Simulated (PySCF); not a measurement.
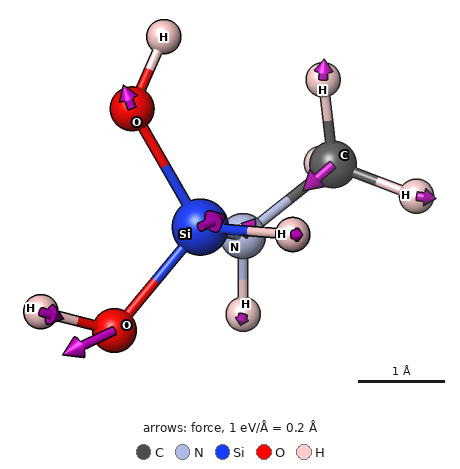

Starting geometry of CH$_{7}$NO$_{2}$Si with the computed forces as purple arrows. A ball-and-stick model, seen from a free direction.

The start comes from GFN2-xTB. Its atoms were then displaced at random by about 0.01 Å.

Theory: PBE0-D3(BJ)/def2-SVP geometry optimisation, gas phase (PySCF). 

What follows when this structure is relaxed?

It isn't relaxed: the largest force vector, on an O atom, is 3.66 eV/Å. The final displacements have little in common with the starting forces (cosine between the two patterns −0.08). Over 27 geometry steps the energy falls by 8.86 kcal/mol. An H atom moves most after the best rigid fit: 1.48 Å. By element the largest moves are H 1.48 Å, O 0.63 Å, C 0.37 Å, N 0.34 Å, Si 0.25 Å. Among the contacts that change: O–Si 1.589 → 1.657 Å, O–Si 1.624 → 1.666 Å, C–H 1.065 → 1.101 Å, C–N 1.475 → 1.441 Å. Among the angles between lasting bonds that change: N–Si–H 114.6° → 105.2°, N–Si–O 104.5° → 111.4°, O–Si–O 108.8° → 102.6°. Groups turn about N–Si by about 70°, C–N by about 20°. Cost: 120 s on 1 thread of Arm Neoverse V1, on a shared host.
